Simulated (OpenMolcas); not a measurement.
# A workflow on C2H5AlN2 (SMILES C#[C][Al]([NH2])[NH2])

We compute a single-point energy (HF/ANO-RCC-MB), then a single-point energy (CASSCF(2,2)/ANO-RCC-VDZP), then the energy along one coordinate (CASPT2(2,2)/ANO-RCC-VDZP), then the energy along one coordinate (SC-NEVPT2(2,2)/ANO-RCC-VDZP), then an energy scan (MC-PDFT[tPBE](2,2)/ANO-RCC-VDZP) of C2H5AlN2. 

Program for the calculation: OpenMolcas 26.06.

## (1) The molecule

C2H5AlN2 has 10 atoms, charge 0, and is taken as a singlet. As SMILES, `C#[C][Al]([NH2])[NH2]`. The coordinates come from a PBE0-D4/def2-TZVP relaxation.

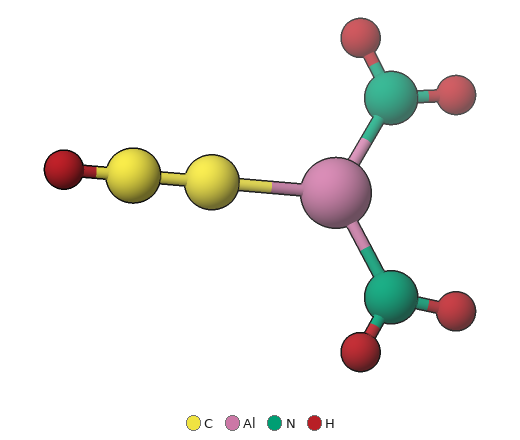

Viewed from a chosen angle; carbon yellow, aluminium pink, nitrogen teal, hydrogen red.

## (2) A single-point energy at HF/ANO-RCC-MB (DKH2) (run 1)

Contents of geom.xyz:

```xyz
10

C     -2.368100     1.221100     0.873300
C     -1.345900     0.693600     0.497800
Al     0.265700    -0.138000    -0.094200
N      0.247600    -1.861100    -0.467000
N      1.722400     0.842900    -0.249900
H     -3.269100     1.686000     1.204200
H      1.027400    -2.410800    -0.785900
H     -0.574800    -2.435200    -0.383700
H      1.750000     1.827100    -0.041300
H      2.627700     0.523400    -0.550300
```

Contents of step1.input:

```
&GATEWAY
Coord = geom.xyz
Basis = ANO-RCC-MB
Group = NoSym
&SEWARD
&SCF
PrOrbitals = 0
&LOCALISATION
Occupied
Freeze
Pipek-Mezey
&LOCALISATION
FileOrb = $Project.LocOrb
Virtual
Pipek-Mezey
```

Command:

```sh
$ export MOLCAS_MEM=1860
$ pymolcas step1.input > step1.log
```

What it wrote:

```text
--- Start Module: gateway ---
[...]
--- Stop Module: gateway /rc=_RC_ALL_IS_WELL_ ---
[...]
      Basis functions           34
[...]
       Convergence after  10 Iterations
[...]
::    Total SCF energy                               -429.7657831056
[...]
      Total spin, S                                     0.0000000000
[...]
      Total electronic charge=   44.000000
      Total            charge=   -0.000000
[...]
      Dipole Moment (debye):
      Origin of the operator (angstrom)=   -0.0981    0.0497    0.0394
                   X=  1.3042E+00               Y= -6.7305E-01               Z= -4.7961E-01           Total=  1.5440E+00
      Quadrupole Moment (debye*angstrom):
[...]
--- Start Module: localisation ---
[...]
--- Stop Module: localisation /rc=_RC_ALL_IS_WELL_ ---
--- Start Module: localisation ---
[...]
--- Stop Module: localisation /rc=_RC_ALL_IS_WELL_ ---
[...]
```

Wall time 4.5 s (1 thread of Intel Xeon Platinum 8375C at 2.90GHz (Ice Lake), shared host); peak memory 0.39 GiB.

## (3) The energy at CASSCF(2,2)/ANO-RCC-VDZP (DKH2, RICD fitting) (run 2)

geom.xyz is that of step 2.

Contents of step2.input:

```
* C2H5AlN2 CASSCF

&GATEWAY
 COORD
 geom.xyz
 BASIS
 ANO-RCC-MB
 GROUP
 NoSym

&SEWARD

&RASSCF
 FILEORB
 $CurrDir/step1.LocOrb
 ALTER
 2
 1 14 22
 1 23 28
 SPIN
 1
 NACTEL
 2 0 0
 INACTIVE
 21
 RAS2
 2
 ORBLISTING
 Nothing
>>> COPY $Project.RunFile RUNFIL1
>>> COPY $Project.RasOrb INPORB

&GATEWAY
 COORD
 geom.xyz
 BASIS
 ANO-RCC-VDZP
 GROUP
 NoSym
 RICD

&SEWARD
>>> COPY $Project.RunFile RUNFIL2

&EXPBAS

&RASSCF
 FILEORB
 $Project.ExpOrb
 SPIN
 1
 NACTEL
 2 0 0
 INACTIVE
 21
 RAS2
 2
 ORBLISTING
 Nothing
```

Command:

```sh
$ export MOLCAS_MEM=1860
$ pymolcas step2.input > step2.log
```

What it wrote:

```text
--- Start Module: gateway ---
[...]
--- Stop Module: gateway /rc=_RC_ALL_IS_WELL_ ---
[...]
      Basis functions           34
[...]
      Number of active orbitals                  2
[...]
      Spin quantum number                      0.0
[...]
      Active orbitals                            2
[...]
      Number of CSFs                             3
[...]
      Number of root(s) required                 1
[...]
      Convergence after 16 iterations
[...]
      printout of CI-coefficients larger than  0.05 for root  1
      energy=    -429.775211
      conf/sym  11     Coeff  Weight
             1  20   0.99657 0.99315
             3  02  -0.08279 0.00685
      Natural orbitals and occupation numbers for root  1
      sym 1:   1.986290   0.013710
      ************************************************************************************************************************
      *                                                    Final results                                                     *
[...]
::    RASSCF root number  1 Total energy:   -429.77521126
[...]
      Basis functions           99
[...]
--- Start Module: expbas ---
[...]
--- Stop Module: expbas /rc=_RC_ALL_IS_WELL_ ---
--- Start Module: rasscf ---
[...]
      Convergence after 18 iterations
[...]
      Natural orbitals and occupation numbers for root  1
      sym 1:   1.987586   0.012414
      ************************************************************************************************************************
      *                                                    Final results                                                     *
[...]
::    RASSCF root number  1 Total energy:   -430.10375863
[...]
      Total electronic charge=   44.000000
      Total            charge=   -0.000000
[...]
      Dipole Moment (debye):
      Origin of the operator (angstrom)=   -0.0981    0.0497    0.0394
                   X=  4.8507E-01               Y= -3.2099E-01               Z= -1.9409E-01           Total=  6.1319E-01
      Quadrupole Moment (debye*angstrom):
[...]
--- Stop Module: rasscf /rc=_RC_ALL_IS_WELL_ ---
[...]
```

Run time: 16 s. Hardware: 1 thread of Intel Xeon Platinum 8375C at 2.90GHz (Ice Lake), shared host; peak memory 0.39 GiB.

## (4) The energy along one coordinate at CASPT2(2,2)/ANO-RCC-VDZP (DKH2, RICD fitting, ipea shift 0.25 Eh, pt2 variant SS) (run 3)

Contents of step3.input:

```
* C2H5AlN2 CASPT2
>>> COPY $CurrDir/step2.RasOrb $Project.RasOrb
>>> ForEach K in (1, 2, 3, 4, 5, 6, 7, 8, 9)
&gateway
coord=$CurrDir/point$K.xyz
basis=ANO-RCC-VDZP
group=NoSym
ricd
&seward
&rasscf
fileorb=$Project.RasOrb
spin=1
nactel=2 0 0
inactive=21
ras2=2
orblisting=Nothing
&caspt2
imaginary=0.2
frozen=9
>>> EndDo
```

Command:

```sh
$ export MOLCAS_MEM=1860
$ pymolcas step3.input > step3.log
```

What it wrote:

```text
[...]
      Basis functions           99
[...]
      Number of active orbitals                  2
[...]
      Spin quantum number                      0.0
[...]
      Active orbitals                            2
[...]
      Number of CSFs                             3
[...]
      Number of root(s) required                 1
[...]
      Convergence after 10 iterations
[...]
      Natural orbitals and occupation numbers for root  1
      sym 1:   1.990566   0.009434
      ************************************************************************************************************************
      *                                                    Final results                                                     *
[...]
::    RASSCF root number  1 Total energy:   -430.08078530
[...]
::    CASPT2 Root  1     Total energy:   -430.74619978
[...]
      Convergence after 36 iterations
[...]
      Natural orbitals and occupation numbers for root  1
      sym 1:   1.981518   0.018482
      ************************************************************************************************************************
      *                                                    Final results                                                     *
[...]
      Convergence after 20 iterations
[...]
      Natural orbitals and occupation numbers for root  1
      sym 1:   1.849055   0.150945
      ************************************************************************************************************************
      *                                                    Final results                                                     *
[...]
      Convergence after 39 iterations
[...]
      Natural orbitals and occupation numbers for root  1
      sym 1:   1.000164   0.999836
      ************************************************************************************************************************
      *                                                    Final results                                                     *
[...]
      Convergence after  9 iterations
[...]
      Natural orbitals and occupation numbers for root  1
      sym 1:   1.000054   0.999946
      ************************************************************************************************************************
      *                                                    Final results                                                     *
[...]
::    RASSCF root number  1 Total energy:   -429.95823388
[...]
::    CASPT2 Root  1     Total energy:   -430.59870659
[...]
      Convergence after  8 iterations
[...]
::    RASSCF root number  1 Total energy:   -429.95983755
[...]
::    CASPT2 Root  1     Total energy:   -430.59975640
[...]
```

Run time: 1.8 min. Hardware: 1 thread of Intel Xeon Platinum 8375C at 2.90GHz (Ice Lake), shared host.

The scan, from its lowest point:

```tsv
N4–Al3 (Å)	energy (kJ/mol)
1.587	60.2
1.763	0.0
1.939	23.7
2.204	121.5
2.556	272.7
2.997	431.5
3.526	457.6
4.231	447.4
5.289	444.7
```

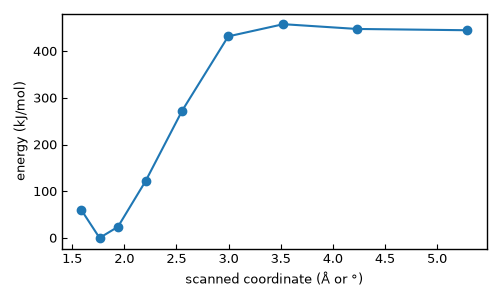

Energy along the scan.

## (5) An energy scan at SC-NEVPT2(2,2)/ANO-RCC-VDZP (DKH2, RICD fitting, pt2 variant SC-NEVPT2) (run 4)

Contents of step4.input:

```
>>> EXPORT MOLCAS_PRINT=2
>>> COPY $CurrDir/step2.RasOrb $Project.RasOrb
>>> ForEach K in (1, 2, 3, 4, 5, 6, 7, 8, 9)

&gateway
  coord=$CurrDir/point$K.xyz
  basis=ANO-RCC-VDZP
  group=NoSym
  ricd

&seward

&rasscf
  fileorb=$Project.RasOrb
  spin=1
  nactel=2 0 0
  inactive=21
  ras2=2
  orblisting=Nothing

&caspt2
  sc-nevpt2
  frozen=9
>>> EndDo
```

Command:

```sh
$ export MOLCAS_MEM=1860
$ pymolcas step4.input > step4.log
```

What it wrote:

```text
[...]
      Basis functions           99
[...]
      Number of active orbitals                  2
[...]
      Spin quantum number                      0.0
[...]
      Active orbitals                            2
[...]
      Number of CSFs                             3
[...]
      Number of root(s) required                 1
[...]
      Convergence after 10 iterations
[...]
      printout of CI-coefficients larger than  0.05 for root  1
      energy=    -430.080785
      conf/sym  11     Coeff  Weight
             1  20   0.99764 0.99528
             3  02  -0.06868 0.00472
      Natural orbitals and occupation numbers for root  1
      sym 1:   1.990566   0.009434
      ************************************************************************************************************************
      *                                                    Final results                                                     *
[...]
::    RASSCF root number  1 Total energy:   -430.08078530
[...]
      E2 (Variational):          -0.6630504851
[...]
::    SC-NEVPT2 Root  1     Total energy:   -430.74372376
[...]
      Convergence after 36 iterations
[...]
      Natural orbitals and occupation numbers for root  1
      sym 1:   1.981518   0.018482
      ************************************************************************************************************************
      *                                                    Final results                                                     *
[...]
      Convergence after 20 iterations
[...]
      Natural orbitals and occupation numbers for root  1
      sym 1:   1.849055   0.150945
      ************************************************************************************************************************
      *                                                    Final results                                                     *
[...]
      Convergence after 39 iterations
[...]
      Natural orbitals and occupation numbers for root  1
      sym 1:   1.000164   0.999836
      ************************************************************************************************************************
      *                                                    Final results                                                     *
[...]
      Convergence after  9 iterations
[...]
::    RASSCF root number  1 Total energy:   -429.95823388
[...]
::    SC-NEVPT2 Root  1     Total energy:   -430.59570956
[...]
      Convergence after  8 iterations
[...]
::    RASSCF root number  1 Total energy:   -429.95983755
[...]
      E2 (Variational):          -0.6369852668
[...]
      Reference weight:           0.80750
[...]
::    SC-NEVPT2 Root  1     Total energy:   -430.59682281
[...]
```

It took 91 s on 1 thread of Intel Xeon Platinum 8375C at 2.90GHz (Ice Lake), shared host.

The scan, from its lowest point:

```tsv
N4–Al3 (Å)	energy (kJ/mol)
1.587	63.4
1.763	0.0
1.939	22.2
2.204	118.3
2.556	268.7
2.997	431.7
3.526	462.6
4.231	452.0
5.289	449.1
```

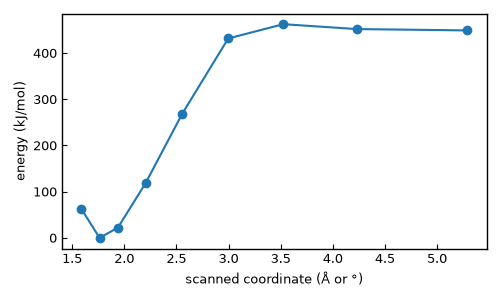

Energy along the scan.

## (6) An energy scan at MC-PDFT[tPBE](2,2)/ANO-RCC-VDZP (DKH2, RICD fitting) (run 5)

Contents of step5.input:

```
>>> EXPORT MOLCAS_PRINT=2
>>> COPY $CurrDir/step2.RasOrb $Project.RasOrb
>>> ForEach K in (1, 2, 3, 4, 5, 6, 7, 8, 9)

&GATEWAY
  Coord=$CurrDir/point$K.xyz
  Basis=ANO-RCC-VDZP
  Group=NoSym
  RICD

&SEWARD

&RASSCF
  FileOrb=$Project.RasOrb
  Spin=1
  Nactel=2 0 0
  Inactive=21
  Ras2=2
  OrbListing=Nothing

&MCPDFT
  KSDFT=T:PBE
>>> EndDo
```

Command:

```sh
$ export MOLCAS_MEM=1860
$ pymolcas step5.input > step5.log
```

What it wrote:

```text
--- Start Module: gateway ---
[...]
      Basis functions           99
[...]
      Number of active orbitals                  2
[...]
      Spin quantum number                      0.0
[...]
      Active orbitals                            2
[...]
      Number of CSFs                             3
[...]
      Number of root(s) required                 1
[...]
      Convergence after 10 iterations
[...]
      printout of CI-coefficients larger than  0.05 for root  1
      energy=    -430.080785
      conf/sym  11     Coeff  Weight
             1  20   0.99764 0.99528
             3  02  -0.06868 0.00472
      Natural orbitals and occupation numbers for root  1
      sym 1:   1.990566   0.009434
      ************************************************************************************************************************
      *                                                    Final results                                                     *
[...]
::    RASSCF root number  1 Total energy:   -430.08078530
[...]
::    MCPDFT root number  1 Total energy:   -431.34400551
[...]
      Convergence after 36 iterations
[...]
      Natural orbitals and occupation numbers for root  1
      sym 1:   1.981518   0.018482
      ************************************************************************************************************************
      *                                                    Final results                                                     *
[...]
      Convergence after 20 iterations
[...]
      Natural orbitals and occupation numbers for root  1
      sym 1:   1.849055   0.150945
      ************************************************************************************************************************
      *                                                    Final results                                                     *
[...]
      Convergence after 39 iterations
[...]
      Natural orbitals and occupation numbers for root  1
      sym 1:   1.000164   0.999836
      ************************************************************************************************************************
      *                                                    Final results                                                     *
[...]
      Convergence after  9 iterations
[...]
::    RASSCF root number  1 Total energy:   -429.95823388
[...]
::    MCPDFT root number  1 Total energy:   -431.18741671
[...]
      Convergence after  8 iterations
[...]
::    RASSCF root number  1 Total energy:   -429.95983755
[...]
      Total electronic charge=   44.000000
      Total            charge=   -0.000000
[...]
::    MCPDFT root number  1 Total energy:   -431.18836718
[...]
```

Run time: 99 s. Hardware: 1 thread of Intel Xeon Platinum 8375C at 2.90GHz (Ice Lake), shared host.

The scan, from its lowest point:

```tsv
N4–Al3 (Å)	energy (kJ/mol)
1.587	57.9
1.763	0.0
1.939	24.5
2.204	121.9
2.556	268.9
2.997	422.8
3.526	476.4
4.231	469.0
5.289	466.5
```

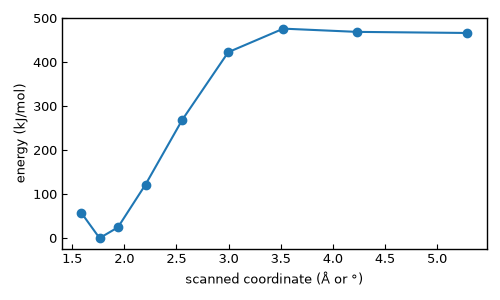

Energy along the scan.

## (7) What came out

| quantity | value |
| --- | --- |
| run 1, HF/ANO-RCC-MB: total energy | -429.76578 Eh |
| run 1, HF/ANO-RCC-MB: dipole moment | 1.54 D |
| run 1, HF/ANO-RCC-MB: HOMO energy | -10.63 eV |
| run 1, HF/ANO-RCC-MB: LUMO energy | 3.38 eV |
| run 1, HF/ANO-RCC-MB: HOMO–LUMO gap | 14.00 eV |
| run 2, CASSCF(2,2)/ANO-RCC-VDZP: total energy | -430.10376 Eh |
| run 2, CASSCF(2,2)/ANO-RCC-VDZP: dipole moment (CASSCF density) | 0.61 D |
| run 3, CASPT2(2,2)/ANO-RCC-VDZP: lowest energy of the scan | -430.76913 Eh |
| run 4, SC-NEVPT2(2,2)/ANO-RCC-VDZP: lowest energy of the scan | -430.76787 Eh |
| run 5, MC-PDFT[tPBE](2,2)/ANO-RCC-VDZP: lowest energy of the scan | -431.36605 Eh |

In words: Mulliken charges (run 2, CASSCF(2,2)/ANO-RCC-VDZP) run from -0.42 on N5 to +1.01 on Al3; they depend strongly on the basis.
